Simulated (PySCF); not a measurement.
```yaml
atoms:
  - { symbol: Si, position_ang: [-2.3287, 0.0930, -0.0596] }
  - { symbol: C, position_ang: [-0.5177, -0.1606, -0.5924] }
  - { symbol: C, position_ang: [0.4531, -0.0826, 0.5828] }
  - { symbol: C, position_ang: [1.8720, -0.3014, 0.1337] }
  - { symbol: Cl, position_ang: [2.2643, -1.9195, -0.4073] }
  - { symbol: C, position_ang: [2.7853, 0.6220, 0.0748] }
  - { symbol: S, position_ang: [3.8481, 1.7623, 0.0499] }
  - { symbol: H, position_ang: [-3.1762, 0.0243, -1.2487] }
  - { symbol: H, position_ang: [-2.4528, 1.4039, 0.5806] }
  - { symbol: H, position_ang: [-2.7013, -0.9566, 0.8903] }
  - { symbol: H, position_ang: [-0.4065, -1.1302, -1.0803] }
  - { symbol: H, position_ang: [-0.2390, 0.5931, -1.3310] }
  - { symbol: H, position_ang: [0.3927, 0.8970, 1.0602] }
  - { symbol: H, position_ang: [0.2062, -0.8451, 1.3248] }
```

Geometry: GFN2-xTB.

Level of theory: CAM-B3LYP/def2-SVPD, SCF density, gas phase in PySCF 2.14.0.

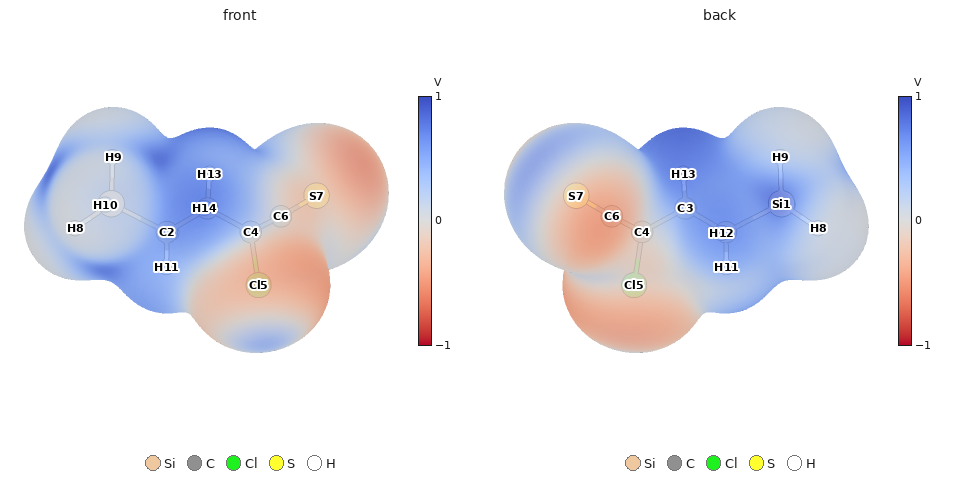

C₄H₇ClSSi. The electrostatic potential painted on the density surface at 0.001 e/bohr³, seen from the front and from behind; red is negative and blue positive.

> Where is the surface potential most negative and most positive?

The most negative region (about −0.5 V) lies over Cl5 and S7, the most positive (about +0.8 V) over Si1 and H13. Cl5 shows a σ-hole: about +0.4 V at the tip opposite its bond, against about −0.2 V on its flanks.
